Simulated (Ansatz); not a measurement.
# SiN2H6O (SMILES N[SiH](N)O): levels of theory compared

We compute a comparison of 6 runs (HF/3-21G, B2PLYP/def2-SVP, BHLYP/def2-SVP, HSE06/def2-SVP, PBE/def2-SVP, wB97M-V/def2-SVP) of SiN2H6O. 

The results are computed with Ansatz 0.2.0.

86 further runs of the same task are left out: 86 set aside as unsound or not needed. Runs told in other sessions of the task aren't counted.

**1. The structure to begin with**

SiN2H6O: 10 atoms, total charge 0, spin state singlet. SMILES: `N[SiH](N)O`. One bond was lengthened or shortened from a relaxed shape.

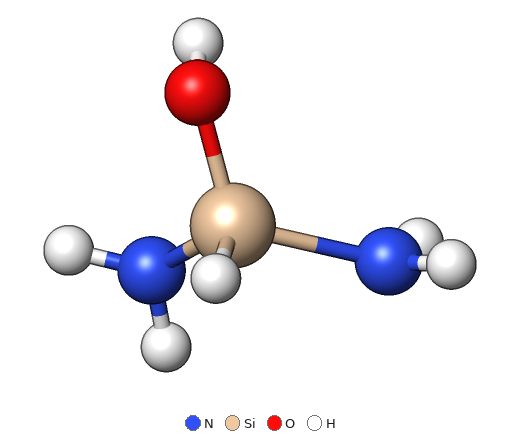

Viewed from a chosen angle; nitrogen blue, silicon light orange, oxygen red, hydrogen white.

**2. A single-point energy at HF/3-21G (run 1)**

File input.yaml:

```yaml
crystal:
  periodic: [false, false, false]
  atoms:
    - {symbol: "N", position_ang: [-0.664382, 1.415795, -0.251828]}
    - {symbol: Si, position_ang: [0.603418, 0.285995, -0.026928]}
    - {symbol: "N", position_ang: [-0.248600, -1.249800, 0.847400]}
    - {symbol: O, position_ang: [1.317818, 0.081995, -1.498228]}
    - {symbol: H, position_ang: [-0.509582, 2.236595, -0.814228]}
    - {symbol: H, position_ang: [-1.302082, 1.605595, 0.504172]}
    - {symbol: H, position_ang: [1.753818, 0.659795, 0.829972]}
    - {symbol: H, position_ang: [-1.123500, -1.625000, 0.519700]}
    - {symbol: H, position_ang: [0.302300, -1.942900, 1.325300]}
    - {symbol: H, position_ang: [0.731918, -0.117105, -2.230628]}
basis:
  gaussian: {orbitals: 3-21G.json}
hamiltonian: {xc: hf}
accuracy: high
output: {orbitals: {seedname: orbitals}}
```

The basis set 3-21G is read from a file made from the Basis Set Exchange's data (not shown).

Launch:

```console
ansatz run input.yaml --threads 1 --pin off --max-ram 3480MiB --events-out events.jsonl --progress --plain --runs-dir runs
```

Log:

```text
Warning: RAYON_NUM_THREADS=1 ignored (pool sized by the plan → 1); use --threads N
Functional definition: HF
  name "HF"
  exchange = exact_x
  correlation = 0
1230 factors; integrals over basis functions are off by at most 6.2e-9 eV
mean field evaluation 1: about -12886.4233 eV, gradient 4.3e1 eV
mean field evaluation 2: about -12886.6963 eV, gradient 4.4e1 eV
mean field evaluation 4: about -12890.2919 eV, gradient 2.0e0 eV
mean field evaluation 8: about -12890.3244 eV, gradient 1.8e-1 eV
mean field evaluation 16: about -12890.3246 eV, gradient 5.6e-8 eV
mean field -12890.32459814 eV, -473.7106916058 hartree, gradient 5.6e-8 eV, S^2 0.000000; 0 other end points of the search recorded, 0 dependent functions left out
reference -12890.32459814 eV, -473.7106916058 hartree; 21, 21 occupied and 31, 31 virtual orbitals, 1230 factors
Total energy: -12890.32459814 eV, -473.7106916058 hartree
```

Wall time 0.74 s (1 thread of Arm Neoverse V1, shared host); peak memory 0.12 GiB.

**3. A single-point energy at B2PLYP/def2-SVP (run 2)**

File in.yaml:

```yaml
crystal:
  periodic: [false, false, false]
  atoms:
    - {symbol: "N", position_ang: [-0.664382, 1.415795, -0.251828]}
    - {symbol: Si, position_ang: [0.603418, 0.285995, -0.026928]}
    - {symbol: N, position_ang: [-0.248600, -1.249800, 0.847400]}
    - {symbol: O, position_ang: [1.317818, 0.081995, -1.498228]}
    - {symbol: H, position_ang: [-0.509582, 2.236595, -0.814228]}
    - {symbol: H, position_ang: [-1.302082, 1.605595, 0.504172]}
    - {symbol: H, position_ang: [1.753818, 0.659795, 0.829972]}
    - {symbol: H, position_ang: [-1.123500, -1.625000, 0.519700]}
    - {symbol: H, position_ang: [0.302300, -1.942900, 1.325300]}
    - {symbol: H, position_ang: [0.731918, -0.117105, -2.230628]}
basis:
  gaussian:
    orbitals: def2-SVP
output: {orbitals: {seedname: orbitals}}
correlation:
  frozen_orbitals: {H: 0, "N": 1, O: 1, Si: 5}
hamiltonian:
  xc: {name: B2PLYP}
magnetization:
  spin_polarized: false
accuracy: high
```

Launch:

```console
ansatz run in.yaml --threads 1 --pin off --max-ram 3480MiB --events-out events.jsonl --progress --plain --runs-dir runs
```

Log, cut to the lines that bear on the results:

```text
Warning: RAYON_NUM_THREADS=1 ignored (pool sized by the plan → 1); use --threads N
Functional definition: B2PLYP
  name "B2PLYP"
[...]
2058 factors; integrals over basis functions are off by at most 3.9e-9 eV
[...]
mean field -12984.22483649 eV, -477.1614617174 hartree, gradient 4.6e-8 eV, S^2 0.000000; 0 other end points of the search recorded, 0 dependent functions left out
8 core orbitals not correlated: weight in the atoms' cores, before any rotation towards them, 1.000 or more for the frozen orbitals, at most 0.000 for the correlated occupied ones
reference -12984.22486180 eV, -477.1614626475 hartree; 13, 13 occupied and 69, 69 virtual orbitals, 2058 factors
second order -20.79658289 eV of doubles, -0.00000000 eV of singles
Total energy: -12989.83993918 eV, -477.3678129351 hartree
```

It took 13 s on 1 thread of Arm Neoverse V1, shared host; peak memory 0.3 GiB.

Runs 3 to 5 aren't shown in full; the table further down has their settings and results.

**4. The energy at wB97M-V/def2-SVP (run 6)**

File job.yaml:

```yaml
basis:
  gaussian: {orbitals: def2-SVP}
crystal:
  periodic: [false, false, false]
  atoms:
    - symbol: N
      position_ang: [-0.664382, 1.415795, -0.251828]
    - symbol: Si
      position_ang: [0.603418, 0.285995, -0.026928]
    - symbol: "N"
      position_ang: [-0.248600, -1.249800, 0.847400]
    - symbol: O
      position_ang: [1.317818, 0.081995, -1.498228]
    - symbol: H
      position_ang: [-0.509582, 2.236595, -0.814228]
    - symbol: H
      position_ang: [-1.302082, 1.605595, 0.504172]
    - symbol: H
      position_ang: [1.753818, 0.659795, 0.829972]
    - symbol: H
      position_ang: [-1.123500, -1.625000, 0.519700]
    - symbol: H
      position_ang: [0.302300, -1.942900, 1.325300]
    - symbol: H
      position_ang: [0.731918, -0.117105, -2.230628]
hamiltonian: {xc: {name: wB97M-V}}
accuracy: high
output: {orbitals: {seedname: orbitals}}
```

Launch:

```console
ansatz run job.yaml --threads 1 --pin off --max-ram 3480MiB --events-out events.jsonl --progress --plain --runs-dir runs
```

Log, cut to the lines that bear on the results:

```text
Warning: RAYON_NUM_THREADS=1 ignored (pool sized by the plan → 1); use --threads N
Functional definition: wB97M-V
  name "wB97M-V"
[...]
  gx(w, u) = 1 - cx + cx01*u + cx10*w
  gss(w, u) = css00 + css04*u^4 + css10*w + css20*w^2 + css43*w^4*u^3
  gos(w, u) = cos00 + cos10*w + (cos20 + cos21*u)*w^2 + (cos60 + cos61*u)*w^6
[...]
      + integral(e_c_pw_mod_opposite_spin*gos(b97_w_opposite, b97_u_opposite)) + vv10(b, c)
2058 factors; integrals over basis functions are off by at most 3.9e-9 eV
368 factors; integrals over basis functions are off by at most 2.5e-9 eV
[...]
mean field -12995.69783711 eV, -477.5830867133 hartree, gradient 4.6e-8 eV, S^2 0.000000; 0 other end points of the search recorded, 0 dependent functions left out
reference -12995.69784164 eV, -477.5830868798 hartree; 21, 21 occupied and 69, 69 virtual orbitals, 2058 factors
Total energy: -12995.69784164 eV, -477.5830868798 hartree
```

Wall time 79 s (1 thread of Arm Neoverse V1, shared host); peak memory 0.58 GiB.

**5. Overview of the runs**

```
run             level  frozen core orbitals  energy (Eh)  HOMO energy (eV)  LUMO energy (eV)  HOMO–LUMO gap (eV)  wall time
  1          HF/3-21G                     –  -473.710692             -9.99              6.03               16.02     0.74 s
  2   B2PLYP/def2-SVP                     8  -477.367813             -7.81              2.51               10.32       13 s
  3    BHLYP/def2-SVP                     –  -477.572213             -7.85              2.20               10.05      9.6 s
  4    HSE06/def2-SVP                     –  -477.330513             -6.00              1.10                7.10      8.7 s
  5      PBE/def2-SVP                     –  -477.305267             -4.85              0.55                5.41      6.3 s
  6  wB97M-V/def2-SVP                     –  -477.583087             -8.83              3.13               11.95       79 s
```

**6. Summary of results**

| quantity | value |
| --- | --- |
| run 6: total energy | -477.58309 Eh |
| run 6: HOMO energy | -8.83 eV |
| run 6: LUMO energy | 3.13 eV |
| run 6: HOMO–LUMO gap | 11.95 eV |

The HOMO–LUMO gap runs from 5.41 eV (PBE/def2-SVP) to 16.02 eV (HF/3-21G). The two ends differ in method and basis. Totals of different functionals can't be ranked against each other. All runs together took 2 min, the longest 79 s.
